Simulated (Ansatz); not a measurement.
IrO$_{2}$ (rutile)

```xyz
6
Lattice="4.5293 0.0000 0.0000 0.0000 4.5293 0.0000 0.0000 0.0000 3.1798" Properties=species:S:1:pos:R:3 pbc="T T T"
Ir     0.0000     0.0000     0.0000
Ir     2.2646     2.2646     1.5899
O      1.3970     1.3970     0.0000
O      3.6616     0.8677     1.5899
O      0.8677     3.6616     1.5899
O      3.1323     3.1323     0.0000
```

This relaxed cell (volume V₀) is scaled evenly in all directions, its shape held. The atoms relax within the cell's symmetry.

Computed with PBE (plane waves to 420 eV, PAW, scalar-relativistic; Ansatz, a program for electronic structure). k mesh 11×11×15 (Γ-centred), Fermi-Dirac smearing 0.05 eV. E stands for the smeared free energy. With the shape held, the modulus is that of even scaling; a crystal free to change shape is softer. IrO2 is run without spin polarisation and with no Hubbard U. IrO2 was relaxed with its symmetry unable to fall. Spin-orbit coupling is left out, though Ir is heavy. ΔE is measured from the relaxed starting cell.

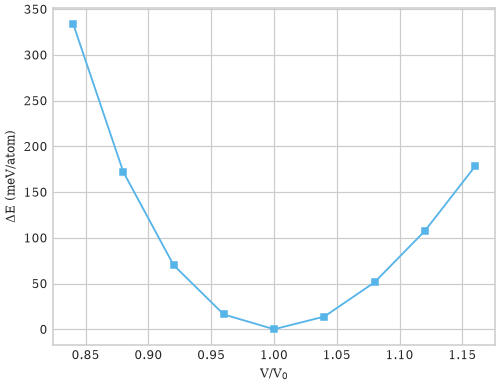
Figure: ΔE (meV/atom) against V/V₀; markers are the computed points, lines only join them.

Problem. What is ΔE at V/V₀ = 0.840?

Solution. About 330 meV/atom.

Problem. What is ΔE at V/V₀ = 1.160?

Solution. About 180 meV/atom.

Problem. What bulk modulus at fixed cell shape B₀ follows from a third-order Birch-Murnaghan fit?

Solution. About 270 GPa.

(A scan under strain: stresses follow from slopes of the energy per volume, elastic moduli from its curvatures.)
